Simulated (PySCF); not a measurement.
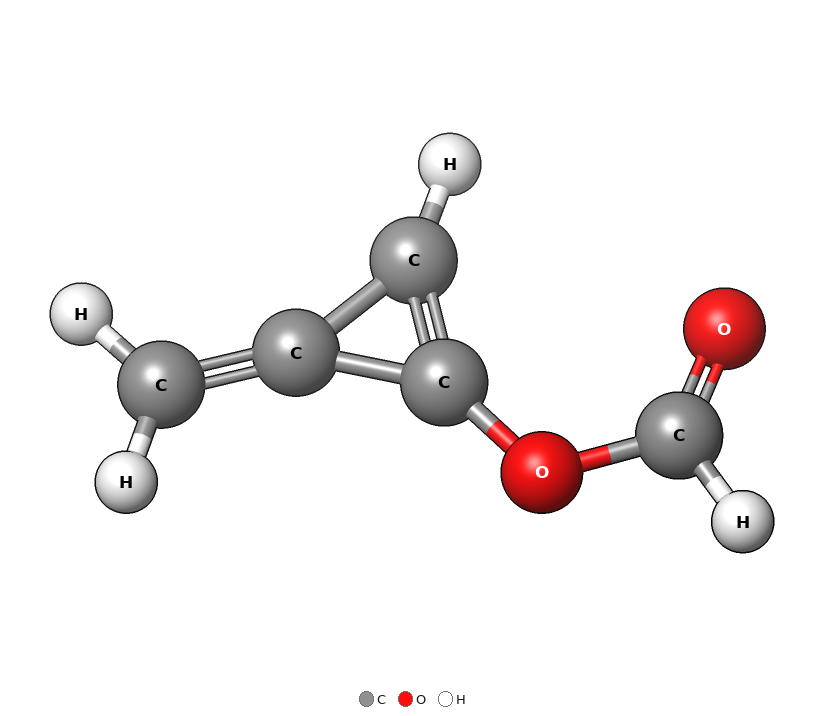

Double and triple bonds are drawn as two and three sticks.

The geometry was computed by an optimisation with GFN2-xTB. No frequency run is at hand to confirm it as a minimum.

What is the molecular formula?

C₅H₄O₂, 11 atoms: 5 carbon, 4 hydrogen and 2 oxygen.

Name functional groups in it.

Among them: ester, alkene.

How many bonds of each kind are drawn?

4 C–C, 4 C–H, 3 C–O.

Which point group does it belong to?

Cs.

The parts below concern this one geometry. Atoms keep their numbers from picture to picture.

### Shape

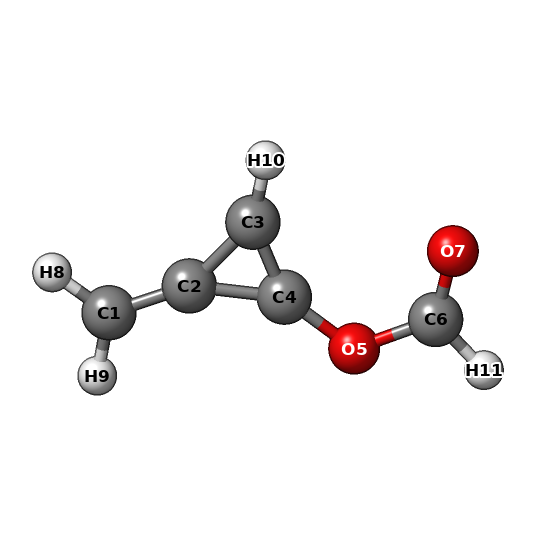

Numbered structure. No frequency run is at hand to confirm it as a minimum.

Which atoms are bonded, and how long are the bonds?

```tsv
bond	length (Å)	order
C1–C2	1.310	double
C1–H8	1.075	single
C1–H9	1.076	single
C2–C3	1.462	single
C2–C4	1.443	single
C3–C4	1.327	double
C3–H10	1.063	single
C4–O5	1.340	single
O5–C6	1.346	single
C6–O7	1.190	double
C6–H11	1.101	single
```

### NMR shielding

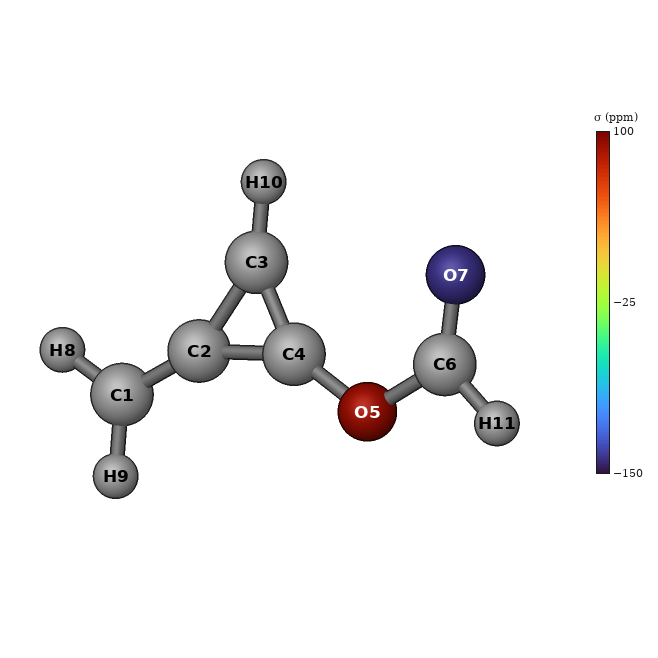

Atoms are coloured by their isotropic NMR shieldings (O only, the others grey). No frequency run is at hand to confirm it as a minimum. Level of theory: GIAO PBE0/pcSseg-1 NMR shielding, non-relativistic, gas phase (PySCF 2.14.0).

List the isotropic NMR shieldings of the O atoms.

| atom | σ (ppm) |
| --- | --- |
| O5 | 90.5 |
| O7 | −139.2 |

### Charges

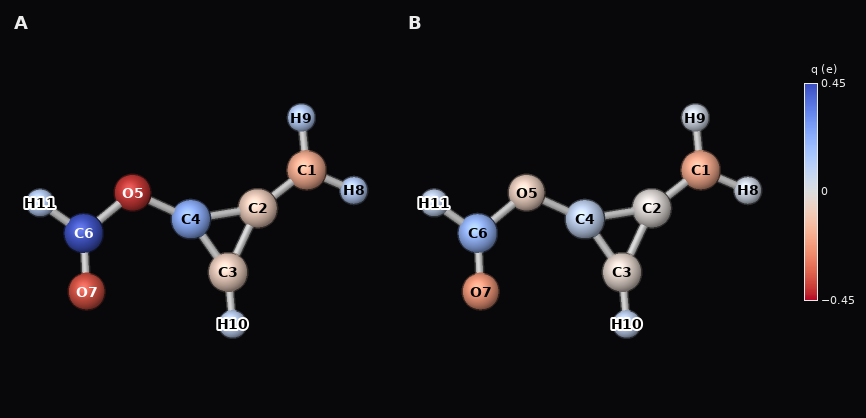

Atomic charges of one calculation by 2 schemes, on one colour scale. No frequency run is at hand to confirm it as a minimum. Method: PBE0/pcSseg-1 (PySCF 2.14.0).

The schemes are Hirshfeld, Mulliken. Which panel shows which?

A Mulliken, B Hirshfeld.

List the charges (e), one line for each set of equivalent atoms.

| atom | Mulliken | Hirshfeld |
| --- | --- | --- |
| C1 | −0.17 | −0.18 |
| C2 | −0.08 | −0.01 |
| C3 | −0.07 | −0.03 |
| C4 | 0.22 | 0.08 |
| O5 | −0.40 | −0.07 |
| C6 | 0.43 | 0.20 |
| O7 | −0.36 | −0.22 |
| H8 | 0.11 | 0.04 |
| H9 | 0.11 | 0.04 |
| H10 | 0.09 | 0.09 |
| H11 | 0.11 | 0.07 |

### Excitation

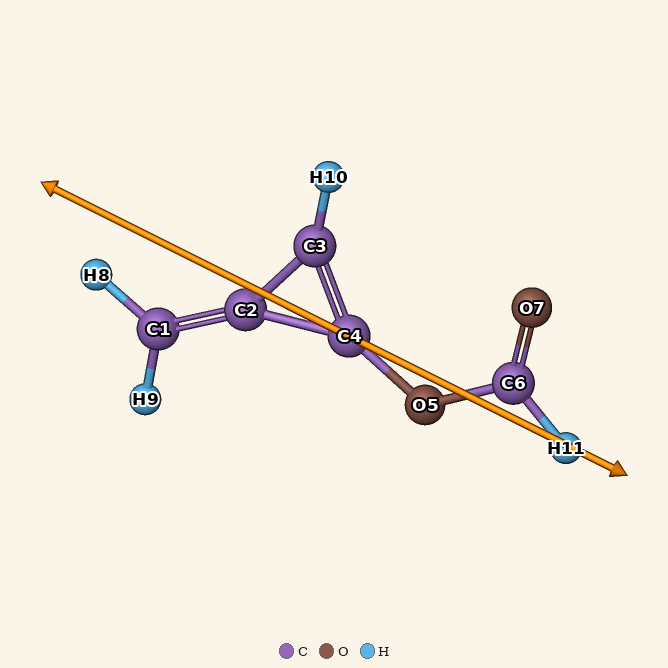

The double arrow shows the direction of the transition dipole to excited singlet state 1 (its length means nothing). No frequency run is at hand to confirm it as a minimum. Properties computed with TDDFT PBE0/def2-SVPD, vertical, gas phase, core orbitals frozen in the response (PySCF 2.14.0).

How is the transition polarised?

In the molecular plane, at 33° to the long direction C1···O7.

Give its energy, strength and character.

3.98 eV (311 nm), oscillator strength 0.045, mainly HOMO → LUMO (weight 0.99); transition dipole 1.73 D.

Mulliken values depend strongly on the basis set and can even reverse the polarity of a bond.
